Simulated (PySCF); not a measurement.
C5H8Cl2Si (SMILES C=C=C([SiH2]C)C(Cl)Cl)

```xyz
16

C    -0.7241    2.3539    0.4171
C    -0.7583    1.0901    0.1484
C    -0.7166   -0.1851   -0.0999
Si    0.9301   -1.0876   -0.4030
C     2.3059   -0.0831    0.4246
C    -1.9410   -1.0100   -0.2580
Cl   -3.4361   -0.1215    0.1210
Cl   -2.0425   -1.6195   -1.9400
H    -0.7086    2.7192    1.4309
H    -0.7328    3.0963   -0.3642
H     1.1559   -1.1979   -1.8464
H     0.8059   -2.4223    0.1980
H     2.1597   -0.0113    1.4981
H     3.2732   -0.5437    0.2525
H     2.3460    0.9281    0.0306
H    -1.9241   -1.8967    0.3787
```

Geometry: GFN2-xTB.

The calculation used PBE0/pcSseg-1, SCF density, gas phase, non-relativistic in PySCF 2.14.0.

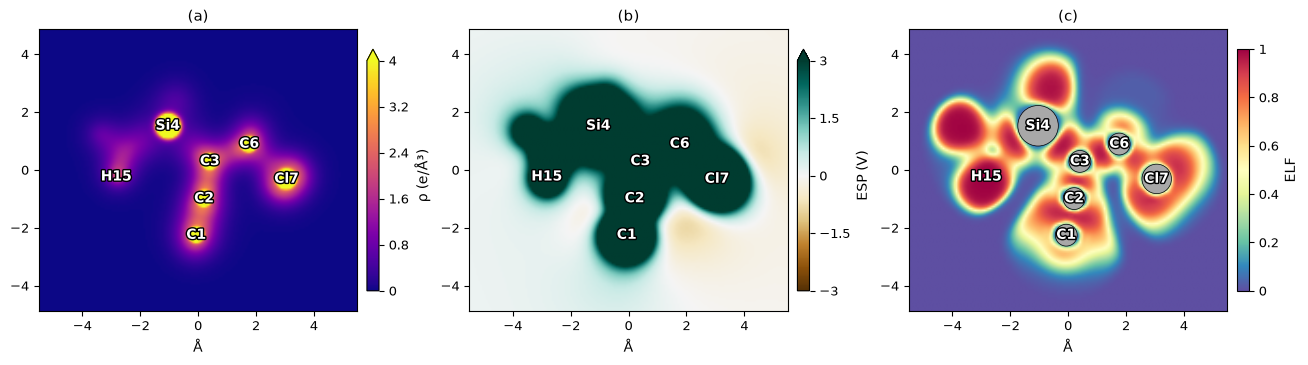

Figure 1. (a) electron density; (b) molecular electrostatic potential; (c) electron localisation function on the plane of atoms C2, C3 and C6. Grey discs cover the atomic cores in the ELF map.

Read the bonding off the picture.

Answer. Atoms in the plane: C, Si, Cl and H.
C–C (1.29 Å): the density is about 2.4 e/Å³ at the midpoint; the ELF peaks at about 0.90 between the atoms; a multiple bond.
C–Cl (1.78 Å): the density is about 1.3 e/Å³ at the midpoint; the ELF peaks at about 0.90 between the atoms; localised, covalent bonding.
C–Si (1.90 Å): ρ at the midpoint is about 0.88 e/Å³; the ELF peaks at about 0.95 between the atoms; a shared electron pair.
C–C (1.48 Å): the density is about 1.8 e/Å³ at the midpoint; the ELF peaks at about 0.95 between the atoms, as expected for localised, covalent bonding.
The ELF also peaks beside Cl7, away from the bonds: lone-pair regions.
Outside the dense part of the molecule the potential is most negative (−0.8 V) near Cl7.

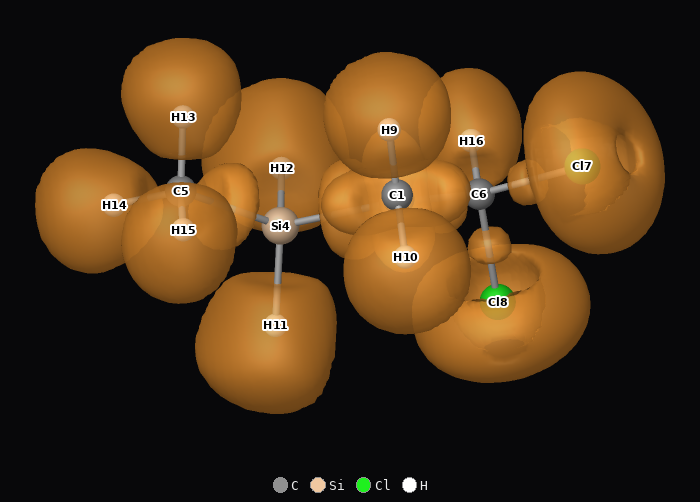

Figure 2. Isosurface of the electron localisation function at 0.8 (orange), seen from one side. Only the valence region is drawn (cores and ρ < 0.01 e/Å³ removed).

What do the ELF domains correspond to?

Answer. At this value the surface marks out three regions between bonded C–C atoms (shared pairs), two regions between bonded C–Cl atoms (shared pairs), two regions between bonded C–Si atoms (shared pairs), eight regions around hydrogen nuclei and two rings or bowls of non-bonding electrons around Cl.

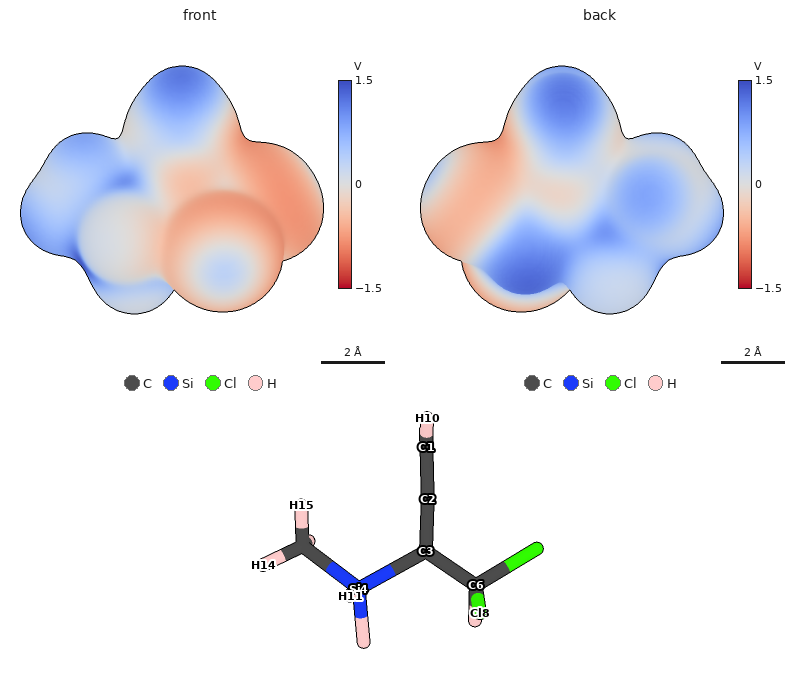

Figure 3. The electrostatic potential painted on the density surface at 0.002 e/bohr³, seen from the front and from behind; the colour scale runs from red (negative) to blue (positive). The bare structure is drawn below in the same view.

Where is the surface potential most negative and most positive?

Answer. The most negative region (about −0.8 V) lies over C1, C2, Cl7 and Cl8, the most positive (about +1.3 V) over Si4 and H16. Cl7 shows a σ-hole: about +0.3 V at the tip opposite its bond, against about −0.6 V on its flanks. Cl8 shows a σ-hole: about +0.3 V at the tip opposite its bond, against about −0.5 V on its flanks.
